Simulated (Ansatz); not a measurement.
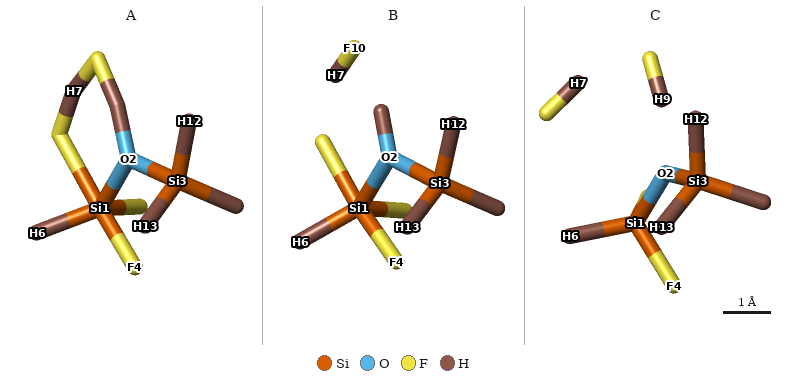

Three geometries of Si$_{2}$H$_{6}$OF$_{4}$: a saddle point and the two minima that it joins, in shuffled order. A stick model, seen from a free direction. Sticks join atoms that are closer than about 1.2 times the sum of their covalent radii (a little more with hydrogen).

Stationary points at PBE0-D4/def2-TZVP, single-point energies with CAM-B3LYP-D4, wB97X-V, BLYP-D4 (def2-TZVPP where no basis is named; Ansatz 0.2.0). The energies are electronic, without zero-point or thermal terms, and both ends are the minima reached downhill from the saddle, with any fragments still in contact.

### Which frame is the transition state, what reaction does it lead through, and what barrier is to be expected?

Frame A is the saddle point. Counted by bonded pieces, C holds HF + HF + Si₂H₄OF₂ and B holds HF + Si₂H₅OF₃. From C over the saddle to B, bonds form: F–Si (3.04 → 1.93 → 1.70 Å), H–O (1.65 → 1.17 → 0.99 Å), F–H (1.70 → 1.17 → 0.96 Å). Bonds break: F–H (0.94 → 1.11 → 1.55 Å), F–H (0.95 → 1.16 → 1.61 Å). The saddle has one imaginary mode, 681i cm⁻¹. With CAM-B3LYP-D4 the barrier is 0.44 eV from C and 0.28 eV from B, and B lies 0.15 eV above C.

```csv
level,barrier from C (eV),barrier from B (eV),B less C (eV)
CAM-B3LYP-D4,0.44,0.28,0.15
wB97X-V,0.47,0.31,0.16
BLYP-D4,0.49,0.22,0.28
```
